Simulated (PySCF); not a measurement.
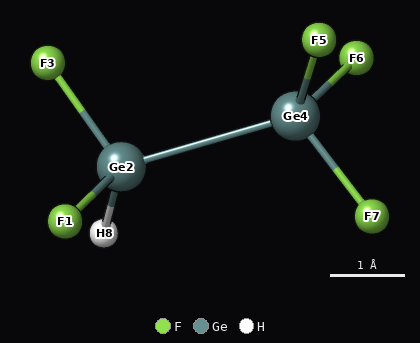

Figure 1. The input geometry (ball-and-stick view, seen at a tilt; atoms are numbered from 1 in the order of the input). Sticks mark near contacts. Bond lengths as drawn: F–Ge 1.72 to 1.74 Å, Ge–Ge 2.53 Å and Ge–H 1.51 Å.

**Run report: Ge$_{2}$HF$_{5}$, geometry relaxation**

Ge$_{2}$HF$_{5}$, computed with PBE0-D3(BJ)/def2-SVP geometry optimisation, gas phase (PySCF 2.14.0).

**The input**
```
{"job": {"xc": "PBE0", "basis": "def2-SVP", "d3": "d3bj", "grid": 1, "shake": 0.01, "kind": "geom"}, "charge": 0, "multiplicity": 1}
F     -1.790200    -1.269580     1.142100
Ge    -1.283050    -0.171500    -0.110030
F     -2.100360     1.294800     0.340480
Ge     1.225390     0.139550     0.026160
F      1.993950     0.667740     1.470190
F      1.820220     1.254090    -1.160540
F      2.106210    -1.304840    -0.363390
H     -1.917030    -0.629400    -1.397430
```

The first line tells a small driver script what to run in PySCF; the rest is the geometry in Å.

Hardware: 1 CPU thread, shared host.

Command:
```bash
OMP_NUM_THREADS=1 python <driver script> task.json out
```

**Output**
```
step   0  E = -4652.09849071  max force = 0.019847
step   1  E = -4652.10423526  max force = 0.008496
step   2  E = -4652.10475776  max force = 0.002537
step   3  E = -4652.10479656  max force = 0.001020
step   4  E = -4652.10483564  max force = 0.001381
step   5  E = -4652.10486052  max force = 0.001913
step   6  E = -4652.10488269  max force = 0.001487
step   7  E = -4652.10489930  max force = 0.001141
step   8  E = -4652.10492473  max force = 0.000679
step   9  E = -4652.10494714  max force = 0.000928
step  10  E = -4652.10496015  max force = 0.000519
step  11  E = -4652.10496773  max force = 0.000287
optimisation converged
```

**Trajectory as extended XYZ (Å, eV, eV/Å), 12 frames, from step=0 to step=11**
```
8
Properties=species:S:1:pos:R:3:forces:R:3 step=0 energy=-126590.04783
F    -1.7902   -1.2696    1.1421    0.4165   0.2308  -0.3265
Ge   -1.2831   -0.1715   -0.1100   -0.0348   0.2495   1.0206
F    -2.1004    1.2948    0.3405    0.4844  -0.2076  -0.1196
Ge    1.2254    0.1396    0.0262    0.4797  -0.1479  -0.4500
F     1.9939    0.6677    1.4702   -0.4403  -0.0152   0.0479
F     1.8202    1.2541   -1.1605   -0.4541  -0.1687   0.1928
F     2.1062   -1.3048   -0.3634   -0.5400   0.2240   0.1062
H    -1.9170   -0.6294   -1.3974    0.0886  -0.1650  -0.4713
8
Properties=species:S:1:pos:R:3:forces:R:3 step=1 energy=-126590.20415
F    -1.6705   -1.2647    1.1559    0.0053  -0.1108   0.0805
Ge   -1.2483   -0.1692   -0.1022    0.4369   0.0673   0.0884
F    -1.9665    1.3257    0.3534   -0.0183   0.1514   0.0214
Ge    1.2005    0.1334    0.0125   -0.3994  -0.0434  -0.0770
F     1.8621    0.6675    1.5006   -0.0595   0.0220   0.0361
F     1.7211    1.2541   -1.1795    0.0024   0.0991  -0.0608
F     2.0090   -1.3301   -0.3727    0.0266  -0.1411  -0.0015
H    -1.8524   -0.6357   -1.4204    0.0060  -0.0445  -0.0871
8
Properties=species:S:1:pos:R:3:forces:R:3 step=2 energy=-126590.21837
F    -1.6334   -1.2679    1.1688    0.0061  -0.0085  -0.0069
Ge   -1.2234   -0.1645   -0.0921   -0.0980  -0.0014   0.0311
F    -1.9320    1.3406    0.3629    0.0097   0.0039  -0.0068
Ge    1.1750    0.1289    0.0002    0.1305  -0.0029  -0.0705
F     1.8239    0.6683    1.4926   -0.0272   0.0112   0.0035
F     1.6896    1.2567   -1.1924   -0.0036  -0.0042   0.0112
F     1.9790   -1.3444   -0.3759   -0.0147   0.0039   0.0126
H    -1.8238   -0.6368   -1.4164   -0.0028  -0.0020   0.0259
8
Properties=species:S:1:pos:R:3:forces:R:3 step=3 energy=-126590.21943
F    -1.6300   -1.2685    1.1752    0.0070   0.0022  -0.0044
Ge   -1.2266   -0.1643   -0.0871   -0.0199   0.0057   0.0309
F    -1.9303    1.3431    0.3685    0.0084  -0.0044  -0.0026
Ge    1.1792    0.1285   -0.0079    0.0306  -0.0081  -0.0525
F     1.8239    0.6722    1.4848   -0.0142   0.0108   0.0042
F     1.6923    1.2557   -1.2013    0.0034  -0.0098   0.0051
F     1.9809   -1.3474   -0.3782   -0.0054   0.0066   0.0071
H    -1.8345   -0.6385   -1.4065   -0.0099  -0.0030   0.0122
8
Properties=species:S:1:pos:R:3:forces:R:3 step=4 energy=-126590.22049
F    -1.6133   -1.2665    1.1954    0.0061   0.0103   0.0118
Ge   -1.2294   -0.1629   -0.0732    0.0475   0.0000  -0.0054
F    -1.9200    1.3490    0.3862   -0.0010  -0.0032   0.0092
Ge    1.1831    0.1265   -0.0302   -0.0710  -0.0032   0.0045
F     1.8205    0.6835    1.4612    0.0070   0.0070  -0.0024
F     1.6948    1.2481   -1.2286    0.0139  -0.0148  -0.0134
F     1.9809   -1.3544   -0.3849    0.0121   0.0034  -0.0043
H    -1.8618   -0.6424   -1.3784   -0.0146   0.0005  -0.0001
8
Properties=species:S:1:pos:R:3:forces:R:3 step=5 energy=-126590.22116
F    -1.5899   -1.2606    1.2223    0.0064   0.0134   0.0188
Ge   -1.2311   -0.1611   -0.0568    0.0605  -0.0048  -0.0309
F    -1.9069    1.3552    0.4098   -0.0049  -0.0022   0.0145
Ge    1.1839    0.1239   -0.0558   -0.0984   0.0034   0.0458
F     1.8193    0.6984    1.4304    0.0178   0.0026  -0.0102
F     1.6955    1.2327   -1.2652    0.0126  -0.0170  -0.0253
F     1.9796   -1.3619   -0.3929    0.0167   0.0000  -0.0090
H    -1.8955   -0.6458   -1.3441   -0.0107   0.0046  -0.0037
8
Properties=species:S:1:pos:R:3:forces:R:3 step=6 energy=-126590.22177
F    -1.5486   -1.2469    1.2687    0.0030   0.0095   0.0195
Ge   -1.2329   -0.1568   -0.0296    0.0445  -0.0058  -0.0440
F    -1.8844    1.3657    0.4515   -0.0055   0.0000   0.0139
Ge    1.1815    0.1184   -0.0958   -0.0765   0.0112   0.0756
F     1.8235    0.7251    1.3754    0.0232  -0.0030  -0.0172
F     1.6913    1.1977   -1.3318    0.0008  -0.0147  -0.0318
F     1.9746   -1.3746   -0.4048    0.0116  -0.0059  -0.0088
H    -1.9500   -0.6477   -1.2859   -0.0011   0.0086  -0.0072
8
Properties=species:S:1:pos:R:3:forces:R:3 step=7 energy=-126590.22222
F    -1.5251   -1.2354    1.2970   -0.0012   0.0040   0.0095
Ge   -1.2334   -0.1523   -0.0130    0.0138  -0.0031  -0.0278
F    -1.8701    1.3734    0.4783   -0.0034   0.0017   0.0067
Ge    1.1779    0.1135   -0.1163   -0.0213   0.0111   0.0587
F     1.8342    0.7422    1.3395    0.0170  -0.0054  -0.0160
F     1.6830    1.1673   -1.3763   -0.0105  -0.0082  -0.0220
F     1.9677   -1.3844   -0.4094    0.0007  -0.0083  -0.0022
H    -1.9792   -0.6436   -1.2523    0.0049   0.0083  -0.0070
8
Properties=species:S:1:pos:R:3:forces:R:3 step=8 energy=-126590.22291
F    -1.5217   -1.2274    1.3067   -0.0046  -0.0007  -0.0054
Ge   -1.2332   -0.1474   -0.0068   -0.0171   0.0015   0.0015
F    -1.8647    1.3790    0.4895   -0.0011   0.0027  -0.0018
Ge    1.1755    0.1096   -0.1180    0.0349   0.0022   0.0138
F     1.8504    0.7488    1.3242    0.0060  -0.0036  -0.0080
F     1.6736    1.1452   -1.3964   -0.0150   0.0006  -0.0053
F     1.9595   -1.3926   -0.4068   -0.0098  -0.0074   0.0081
H    -1.9843   -0.6343   -1.2448    0.0067   0.0048  -0.0029
8
Properties=species:S:1:pos:R:3:forces:R:3 step=9 energy=-126590.22352
F    -1.5349   -1.2245    1.2998   -0.0055  -0.0028  -0.0113
Ge   -1.2330   -0.1428   -0.0095   -0.0246   0.0067   0.0181
F    -1.8669    1.3828    0.4864    0.0012   0.0018  -0.0055
Ge    1.1759    0.1069   -0.1074    0.0477  -0.0064  -0.0216
F     1.8652    0.7453    1.3278   -0.0018  -0.0002   0.0004
F     1.6686    1.1359   -1.3937   -0.0095   0.0038   0.0059
F     1.9521   -1.3992   -0.3986   -0.0120  -0.0046   0.0132
H    -1.9720   -0.6235   -1.2572    0.0044   0.0018   0.0008
8
Properties=species:S:1:pos:R:3:forces:R:3 step=10 energy=-126590.22388
F    -1.5481   -1.2222    1.2920   -0.0045  -0.0019  -0.0074
Ge   -1.2333   -0.1375   -0.0116   -0.0125   0.0069   0.0155
F    -1.8673    1.3883    0.4830    0.0025   0.0011  -0.0041
Ge    1.1778    0.1033   -0.1001    0.0249  -0.0083  -0.0267
F     1.8749    0.7407    1.3314   -0.0034   0.0014   0.0038
F     1.6684    1.1288   -1.3903   -0.0006   0.0014   0.0082
F     1.9452   -1.4075   -0.3898   -0.0073  -0.0022   0.0101
H    -1.9627   -0.6130   -1.2669    0.0008   0.0015   0.0006
8
Properties=species:S:1:pos:R:3:forces:R:3 step=11 energy=-126590.22408
F    -1.5613   -1.2168    1.2859   -0.0022   0.0013  -0.0009
Ge   -1.2339   -0.1293   -0.0121    0.0041   0.0022   0.0043
F    -1.8629    1.3987    0.4822    0.0030   0.0015  -0.0006
Ge    1.1802    0.0968   -0.0967   -0.0082  -0.0052  -0.0147
F     1.8837    0.7357    1.3310   -0.0027   0.0012   0.0044
F     1.6723    1.1156   -1.3915    0.0086  -0.0031   0.0063
F     1.9355   -1.4213   -0.3788    0.0002  -0.0004   0.0022
H    -1.9586   -0.5985   -1.2724   -0.0027   0.0025  -0.0009
```

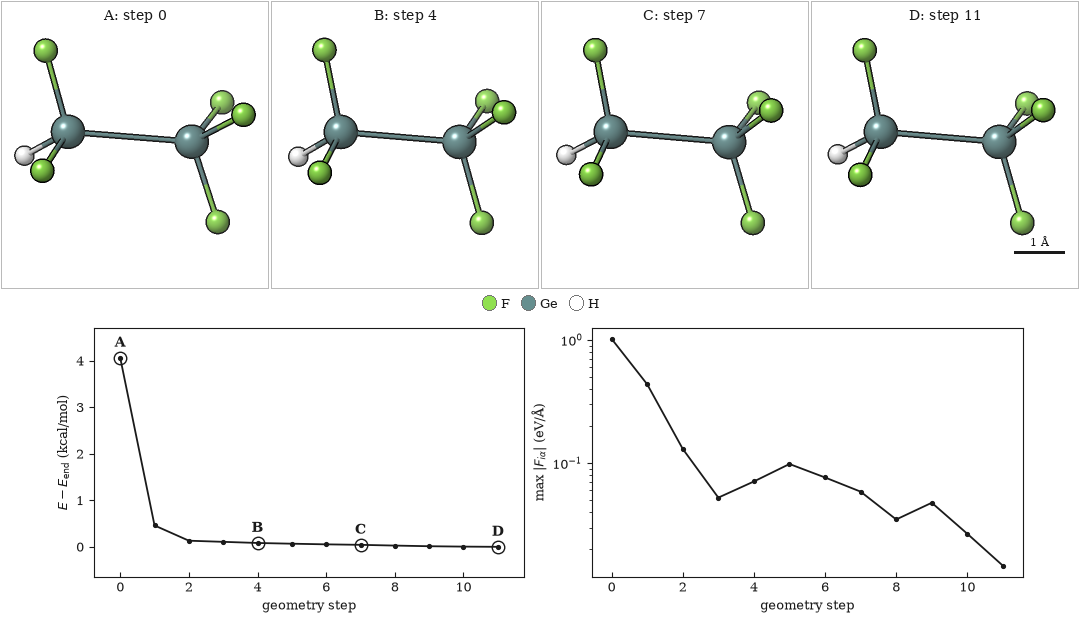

Figure 2. Frames of the relaxation (ball-and-stick view, seen at a tilt) above the curves, on which the letters mark them (steps are counted from 0).

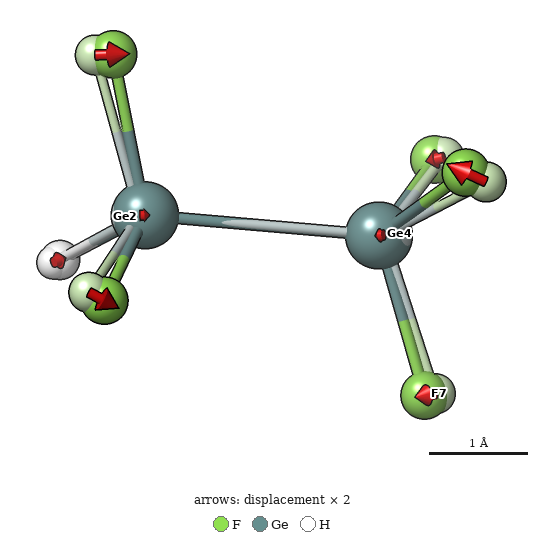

Figure 3. Start (faint) and end (solid) with the displacements as red arrows, magnified 2 times (ball-and-stick view, seen at a tilt). The two geometries are laid on each other by the best rigid fit. The energy falls by 4.06 kcal/mol in 11 geometry steps. Largest force component: 1 eV/Å at the start, 0.015 eV/Å at the end. The largest move after the best rigid fit is that of F5, 0.23 Å. Largest moves by element: F 0.23 Å, H 0.09 Å, Ge 0.06 Å. Distances before and after: Ge2–Ge4 2.531 → 2.426 Å, Ge2–H8 1.506 → 1.528 Å, F1–Ge2 1.741 → 1.725 Å, Ge4–F6 1.733 → 1.719 Å. Among the angles that change: Ge2–Ge4–F5 121.7° → 114.4°, F1–Ge2–F3 102.0° → 105.9°, F5–Ge4–F6 103.0° → 106.8°. (Atoms are counted from 1 in the order of the input.)

**Results in brief**

- outcome: converged
- total energy: −4652.104968 hartree
- dipole moment: 2.75 D
- point group: C1
- wall time: 2.2 min
- peak memory: 0.61 GiB
